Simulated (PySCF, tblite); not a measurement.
# C8H9B+ (doublet): geometry, infrared bands and EPR parameters

Wanted: the infrared bands and EPR parameters of C8H9B+ (doublet) (`BC1=CC=C(C=C)[CH][CH+]1`), by calculation.

Computed with tblite 0.8.0 and PySCF 2.14.0, with density-fitted response routines of our own, on a single molecule in the gas phase. Atoms are numbered from 0 throughout.

## 1. The molecule as given

18 atoms, charge 1, multiplicity 2; geometry from: force field or distance geometry start.

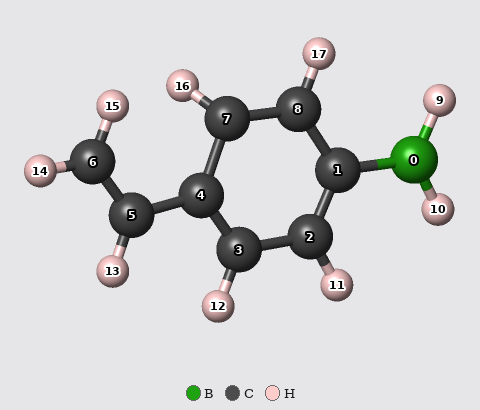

As it starts; boron green, carbon dark grey, hydrogen pink, atoms numbered.

## 2. Optimising the geometry with GFN2-xTB

What the job is given:

```
{"job": {"kind": "relax", "xc": "GFN2-xTB", "basis": "xTB"}, "charge": 1, "multiplicity": 2}
B      3.377500     0.596100     0.218300
C      1.832200     0.286800     0.166800
C      1.431200    -0.970200     0.114900
C     -0.002700    -1.317600     0.060500
C     -0.944400    -0.386600     0.102500
C     -2.332000    -0.854700     0.045500
C     -3.287700     0.064300     0.068900
C     -0.611500     1.058200     0.171400
C      0.839900     1.338500     0.208100
H      3.705700     1.723400     0.344300
H      4.119700    -0.283900    -0.001100
H      2.116000    -1.815300     0.087300
H     -0.293100    -2.387000     0.025000
H     -2.567700    -1.911000    -0.007600
H     -4.345700    -0.187700     0.043600
H     -3.029500     1.112500     0.138000
H     -1.132000     1.551700    -0.683400
H      1.115200     2.388800     0.260600
```

The run is started by

```
OMP_NUM_THREADS=1 python probes_run.py task.json out
```

One launch serves the whole session: the jobs run in the order shown.

Log:

```text
step      E/eV     max force
  0    -608.21821    5.293
  1    -608.96121    2.773
  2    -609.16884    1.944
  3    -609.42409    0.812
  4    -609.48195    0.702
  5    -609.54530    0.690
  6    -609.60833    0.600
  7    -609.65720    0.620
  8    -609.69329    0.417
  9    -609.71971    0.418
 10    -609.74055    0.344
 11    -609.76027    0.430
 12    -609.77770    0.348
 13    -609.79169    0.271
 14    -609.80287    0.334
 15    -609.81230    0.239
 16    -609.82307    0.308
 17    -609.83399    0.276
 18    -609.84587    0.304
 19    -609.85588    0.223
 20    -609.86439    0.267
 21    -609.87184    0.260
 22    -609.88024    0.246
 23    -609.89035    0.252
 24    -609.90120    0.234
 25    -609.91009    0.203
 26    -609.91646    0.183
 27    -609.92301    0.248
 28    -609.93157    0.266
 29    -609.94138    0.274
 30    -609.95071    0.259
 31    -609.95752    0.198
 32    -609.96344    0.151
 33    -609.96877    0.192
 34    -609.97549    0.198
 35    -609.98325    0.171
 36    -609.99302    0.221
 37    -610.00200    0.260
 38    -610.00854    0.326
 39    -610.01445    0.254
 40    -610.02039    0.214
 41    -610.02806    0.220
 42    -610.03249    0.185
 43    -610.03884    0.144
 44    -610.04285    0.137
 45    -610.04598    0.154
 46    -610.04850    0.201
 47    -610.05120    0.110
 48    -610.05390    0.129
 49    -610.05481    0.096
 50    -610.05588    0.059
 51    -610.05685    0.087
 52    -610.05765    0.062
 53    -610.05818    0.073
 54    -610.05880    0.053
 55    -610.05966    0.072
 56    -610.06070    0.079
 57    -610.06163    0.086
 58    -610.06245    0.057
 59    -610.06308    0.057
 60    -610.06372    0.054
 61    -610.06421    0.054
 62    -610.06465    0.046
 63    -610.06491    0.037
 64    -610.06516    0.038
 65    -610.06540    0.038
 66    -610.06575    0.038
 67    -610.06602    0.035
 68    -610.06626    0.026
 69    -610.06643    0.032
 70    -610.06661    0.032
 71    -610.06676    0.025
 72    -610.06689    0.021
 73    -610.06700    0.021
 74    -610.06713    0.024
 75    -610.06728    0.030
 76    -610.06740    0.025
 77    -610.06748    0.023
 78    -610.06754    0.022
 79    -610.06764    0.023
 80    -610.06776    0.023
 81    -610.06786    0.018
 82    -610.06791    0.019
 83    -610.06794    0.015
 84    -610.06798    0.013
 85    -610.06801    0.013
 86    -610.06804    0.011
 87    -610.06806    0.011
 88    -610.06808    0.014
 89    -610.06811    0.013
 90    -610.06814    0.012
 91    -610.06817    0.015
 92    -610.06821    0.020
 93    -610.06828    0.030
 94    -610.06839    0.035
 95    -610.06851    0.025
 96    -610.06859    0.016
 97    -610.06864    0.018
 98    -610.06870    0.021
 99    -610.06880    0.025
100    -610.06890    0.022
101    -610.06896    0.015
102    -610.06900    0.013
103    -610.06903    0.016
104    -610.06908    0.016
105    -610.06914    0.020
106    -610.06921    0.024
107    -610.06927    0.020
108    -610.06933    0.021
109    -610.06939    0.017
110    -610.06943    0.014
111    -610.06946    0.024
112    -610.06948    0.012
113    -610.06950    0.013
114    -610.06953    0.013
115    -610.06955    0.013
116    -610.06957    0.008
```

Wall time 0.67 s (1 thread of Arm Neoverse V2, shared host).

Relaxation path: (not every step is listed)

| step | energy from step 0 (eV) | largest force (eV/Å) |
| --- | --- | --- |
| 0 | 0.0000 | 5.2929 |
| 1 | -0.7430 | 2.7729 |
| 2 | -0.9506 | 1.9442 |
| 3 | -1.2059 | 0.8120 |
| 4 | -1.2637 | 0.7018 |
| 5 | -1.3271 | 0.6895 |
| 6 | -1.3901 | 0.6002 |
| 7 | -1.4390 | 0.6200 |
| 8 | -1.4751 | 0.4168 |
| 18 | -1.6277 | 0.3041 |
| 28 | -1.7134 | 0.2655 |
| 38 | -1.7903 | 0.3264 |
| 48 | -1.8357 | 0.1291 |
| 58 | -1.8442 | 0.0568 |
| 68 | -1.8481 | 0.0263 |
| 78 | -1.8493 | 0.0219 |
| 88 | -1.8499 | 0.0136 |
| 98 | -1.8505 | 0.0215 |
| 108 | -1.8511 | 0.0206 |
| 111 | -1.8513 | 0.0240 |
| 112 | -1.8513 | 0.0122 |
| 113 | -1.8513 | 0.0134 |
| 114 | -1.8513 | 0.0125 |
| 115 | -1.8513 | 0.0134 |
| 116 | -1.8514 | 0.0081 |

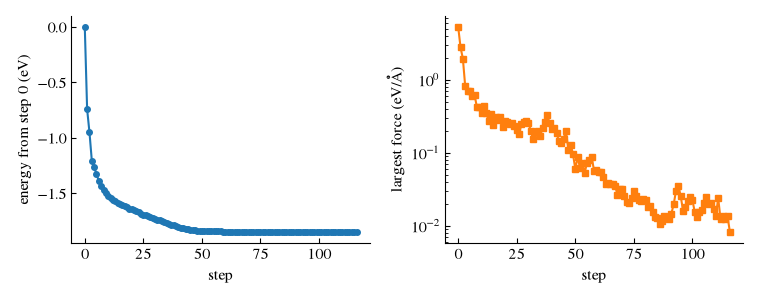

Energy and force, step by step.

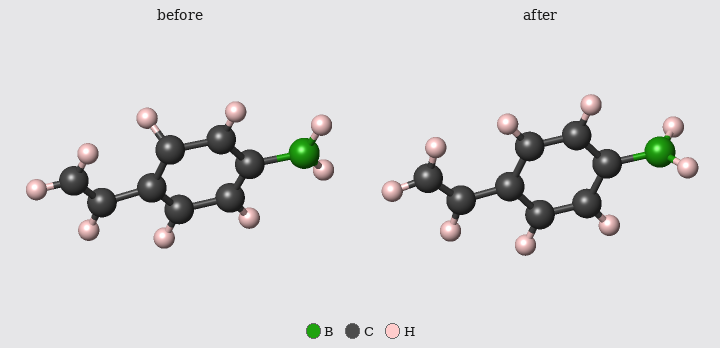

The geometry before (left) and after (right).

Distances of close pairs at the start and the end, largest changes first:

| bond | before (Å) | after (Å) | change (Å) |
| --- | --- | --- | --- |
| C7–C8 | 1.479 | 1.367 | -0.111 |
| C2–C3 | 1.476 | 1.367 | -0.109 |
| C1–C2 | 1.320 | 1.419 | +0.099 |
| C3–C4 | 1.325 | 1.420 | +0.095 |
| C4–C7 | 1.484 | 1.419 | -0.065 |
| B0–C1 | 1.577 | 1.531 | -0.046 |
| C7–H16 | 1.116 | 1.078 | -0.038 |
| C4–C5 | 1.466 | 1.431 | -0.035 |

The next job starts from the end point, and lists it.

## 3. Vibrational analysis with GFN2-xTB

What the job is given:

```
{"job": {"kind": "ir", "xc": "GFN2-xTB", "basis": "xTB"}, "charge": 1, "multiplicity": 2}
B      3.332987     0.616163     0.169843
C      1.843132     0.268933     0.112311
C      1.395421    -1.073044     0.228896
C      0.063793    -1.382014     0.203814
C     -0.922488    -0.370852     0.059620
C     -2.302240    -0.749142     0.055386
C     -3.358463     0.090851    -0.031657
C     -0.479436     0.970774    -0.073363
C      0.853632     1.274190    -0.049257
H      3.853466     0.855254     1.188341
H      3.980321     0.650308    -0.802273
H      2.128107    -1.857229     0.342975
H     -0.252380    -2.410419     0.298122
H     -2.494028    -1.812096     0.137879
H     -4.366049    -0.291409    -0.021996
H     -3.256732     1.160996    -0.106435
H     -1.199144     1.764223    -0.196985
H      1.171341     2.300829    -0.151517
```

Log:

```text
mode    cm-1     km/mol
  1      50.2      1.88
  2      97.9      1.02
  3     161.4      1.97
  4     164.6      0.26
  5     170.4      0.34
  6     252.3      0.05
  7     334.6      0.07
  8     374.3      8.80
  9     400.4      0.36
 10     427.0      2.87
 11     504.4      1.50
 12     578.3      0.09
 13     597.9      1.22
 14     715.6      0.03
 15     745.0    101.98
 16     747.0      0.29
 17     789.4      0.42
 18     829.2      0.18
 19     835.1     26.52
 20     906.8      1.10
 21     920.8      0.34
 22     925.0      4.83
 23     940.4     35.44
 24     975.0     22.52
 25    1006.1     30.24
 26    1047.1    111.85
 27    1134.0      1.19
 28    1181.0     24.80
 29    1195.5     48.17
 30    1231.7     13.73
 31    1257.9     16.88
 32    1282.0     43.54
 33    1316.5      9.83
 34    1378.4      8.98
 35    1401.0     15.00
 36    1420.6     83.29
 37    1432.3     53.53
 38    1561.6    302.46
 39    1580.8      1.49
 40    2623.1     29.62
 41    2652.8      1.46
 42    3060.8      2.12
 43    3090.2      0.02
 44    3097.2      0.69
 45    3104.2      2.72
 46    3104.8     25.27
 47    3111.6      3.91
 48    3136.9      3.43
```

Run time: 0.5 s. Hardware: 1 thread of Arm Neoverse V2, shared host.

The strongest bands and the atoms that carry them (share of the mass-weighted mode):

| cm⁻¹ | km/mol | atoms |
| --- | --- | --- |
| 745 | 102.0 | B0 33 %, H9 32 %, H10 32 % |
| 940 | 35.4 | H13 40 %, H15 28 % |
| 1047 | 111.8 | H9 39 %, H10 38 % |
| 1196 | 48.2 | C1 26 %, H12 21 %, C4 13 %, H13 10 % |
| 1282 | 43.5 | C4 16 %, C5 14 %, H15 14 %, C1 12 % |
| 1421 | 83.3 | C4 21 %, C7 19 %, C2 16 % |
| 1432 | 53.5 | C8 30 %, C3 23 %, C7 15 %, C2 12 % |
| 1562 | 302.5 | C5 49 %, C6 35 % |

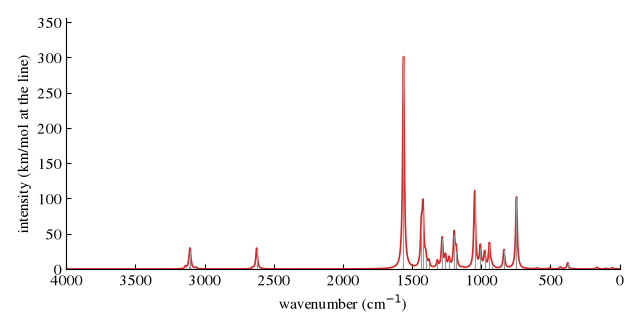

The infrared spectrum from these modes, unscaled. Lines are broadened to a width of 14 cm⁻¹ (Lorentzian).

## 4. EPR parameters: B3LYP/pcH-1

Same as in step 3 but for these lines:

```diff
@@ -1,2 +1,2 @@
-{"job": {"kind": "ir", "xc": "GFN2-xTB", "basis": "xTB"}, "charge": 1, "multiplicity": 2}
+{"job": {"kind": "epr", "basis": "pcH-1"}, "charge": 1, "multiplicity": 2}
 B      3.332987     0.616163     0.169843
```

Level: UKS B3LYP, pcH-1 on B C H, non-relativistic, mean-field spin-orbit, GIAO.

Log:

```text
UKS, coarse grid
  cycle   1  E = -334.78500074  |g| = 1.95e-01
  cycle   2  E = -334.78897880  |g| = 1.77e-01
  cycle   3  E = -334.80159442  |g| = 7.82e-02
  cycle   4  E = -334.80410953  |g| = 4.17e-02
  cycle   5  E = -334.80512086  |g| = 9.51e-03
  cycle   6  E = -334.80518983  |g| = 3.85e-03
  cycle   7  E = -334.80520637  |g| = 2.44e-03
  cycle   8  E = -334.80521454  |g| = 1.23e-03
  cycle   9  E = -334.80521617  |g| = 4.69e-04
UKS, final grid
  cycle   1  E = -334.80517770  |g| = 7.35e-04
  cycle   2  E = -334.80517671  |g| = 1.48e-03
  cycle   3  E = -334.80517805  |g| = 1.75e-04
  cycle   4  E = -334.80517807  |g| = 5.81e-05
  cycle   5  E = -334.80517807  |g| = 4.20e-05
  cycle   6  E = -334.80517808  |g| = 1.46e-05
E = -334.80517808 Eh   <S^2> = 0.7671 (exact 0.7500)
g shifts (ppm)      1          2          3
  rmc          -137       -137       -137
  gc             35          1         23
  oz_so         -41          3        902
  total        -144       -134        788
hyperfine (MHz)  atom isotope    a_iso     a_fc   dipolar eigenvalues
    0   11B     -16.73     -16.73     -2.50      0.21      2.29
    1   13C      19.61      19.61    -22.84    -22.23     45.07
    2   13C      -6.66      -6.66     -1.83     -1.15      2.98
    3   13C      -2.39      -2.39     -5.47     -4.55     10.02
    4   13C      14.03      14.03    -19.72    -18.61     38.34
    5   13C     -19.21     -19.21     -1.66     -0.98      2.64
    6   13C      32.35      32.35    -34.44    -34.03     68.47
    7   13C      -0.24      -0.24     -6.63     -6.21     12.84
    8   13C      -8.35      -8.35     -0.51      0.09      0.41
    9    1H      74.75      74.75     -2.10     -1.50      3.60
   10    1H      75.68      75.68     -2.09     -1.49      3.58
   11    1H      -2.00      -2.00     -2.18     -2.11      4.29
   12    1H      -4.87      -4.87     -3.37     -2.10      5.48
   13    1H       1.01       1.01     -3.56     -1.36      4.92
   14    1H     -28.44     -28.44    -16.37     -1.91     18.28
   15    1H     -27.09     -27.09    -14.47     -2.56     17.02
   16    1H      -5.76      -5.76     -2.94     -1.91      4.85
   17    1H      -0.89      -0.89     -2.24     -1.30      3.55
```

Wall time 88 s (1 thread of Arm Neoverse V2, shared host); peak memory 1.1 GiB.

Principal g values 2.00218, 2.00219, 2.00311; g(iso) = 2.00249, against 2.00232 for a free electron.

Mean a(iso) over the nuclei that a row names, and the largest dipolar term of the row (other rows stand at the frozen geometry):

| nuclei | isotope | a(iso) (MHz) | a(iso) (G, at g = 2.0023) | largest dipolar term (MHz) |
| --- | --- | --- | --- | --- |
| H9, H10 | 1H | 75.2 | 26.8 | 3.6 |
| C6 | 13C | 32.4 | 11.5 | 68.5 |
| H14 | 1H | -28.4 | -10.1 | 18.3 |
| H15 | 1H | -27.1 | -9.7 | 17.0 |
| C1 | 13C | 19.6 | 7.0 | 45.1 |
| C5 | 13C | -19.2 | -6.9 | 2.6 |
| B0 | 11B | -16.7 | -6.0 | -2.5 |
| C4 | 13C | 14.0 | 5.0 | 38.3 |
| C8 | 13C | -8.4 | -3.0 | -0.5 |
| C2 | 13C | -6.7 | -2.4 | 3.0 |
| H16 | 1H | -5.8 | -2.1 | 4.8 |
| H12 | 1H | -4.9 | -1.7 | 5.5 |
| C3 | 13C | -2.4 | -0.9 | 10.0 |
| H11 | 1H | -2.0 | -0.7 | 4.3 |

Mulliken spin populations:

B0 -0.02; C1 0.29; C2 0.00; C3 0.05; C4 0.23; C5 -0.04; C6 0.44; C7 0.06; C8 -0.02; H9 0.03; H10 0.03; H11 0.00; H12 0.00; H13 0.00; H14 -0.02; H15 -0.02; H16 0.00; H17 0.00

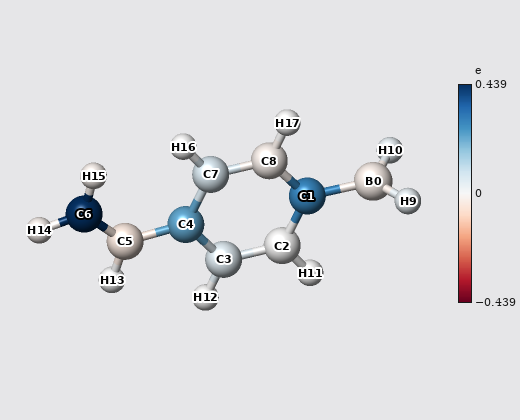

Mulliken spin populations, as colours on the atoms.

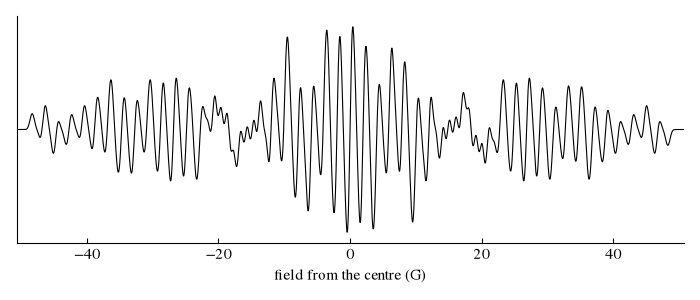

First-order isotropic spectrum (first derivative, main isotopes with spin only, couplings over 0.8 MHz, Gaussian width 0.3 G; couplings of the frozen geometry, rotation of groups not averaged beyond the rows shown).

The fields below are evaluated on a grid from the run's orbitals.

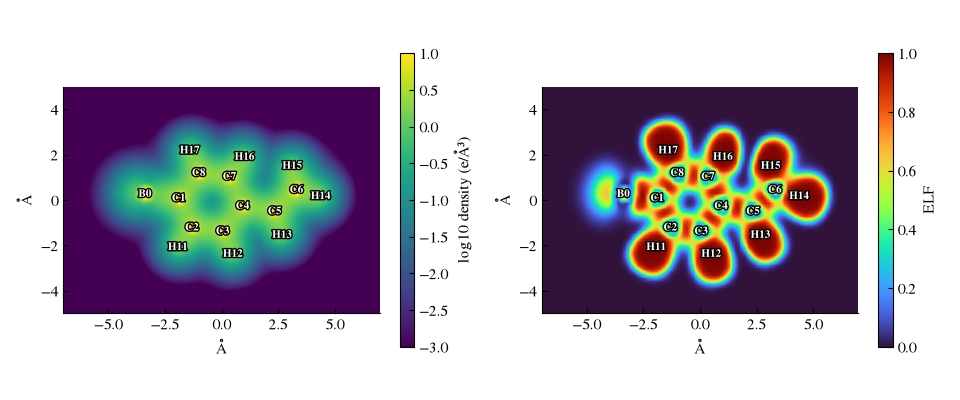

Density (left) and ELF (right) in a plane through or near 16 of the atoms.

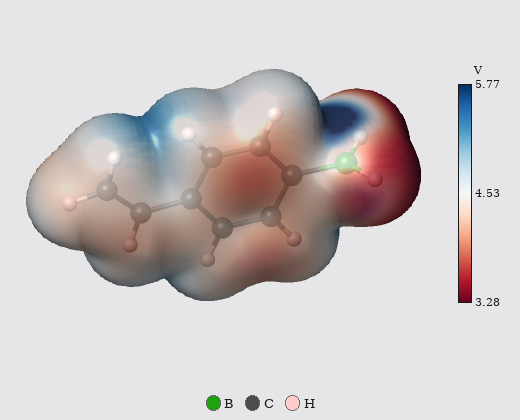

The potential that a unit positive charge feels on the 0.002 e/bohr³ surface, from 3.28 to 5.77 V.

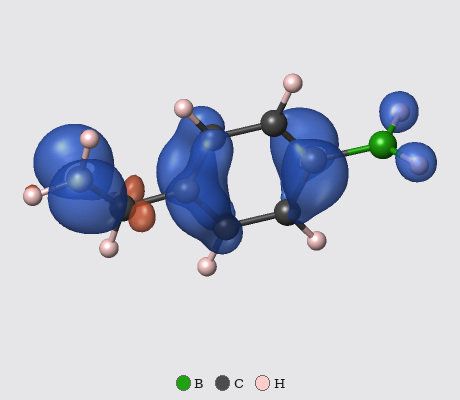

Spin density at ±0.02 e/Å³ (alpha excess blue, beta excess red).

## 5. Summary of results

```
                                 quantity                    value
strongest single infrared mode (GFN2-xTB)    1562 cm⁻¹, 302 km/mol
             zero-point energy (GFN2-xTB)            85.6 kcal/mol
                           g(iso) (B3LYP)                  2.00249
                                     ⟨S²⟩       0.767 (exact 0.75)
       largest a(iso) (averaged by class)  1H on H9, H10, 75.2 MHz
```

What this shows: Relaxing lowered the energy by 1.851 eV in 116 steps; the close pair that moved most is C7–C8, from 1.479 to 1.367 Å. All 48 modes are real, so the xTB geometry is a minimum. The strongest single mode, at 1562 cm⁻¹, moves mainly C5 and C6. GFN2-xTB is a fitted tight-binding method: band positions and strengths are rough. Its intensities can rank the bands wrongly. C6 carries the largest spin population, 0.44 e. The isotropic g lies 0.2 ppt above the free-electron value. The conformer search found further structures of the same energy, which may be mirror or relabelled copies of this one.
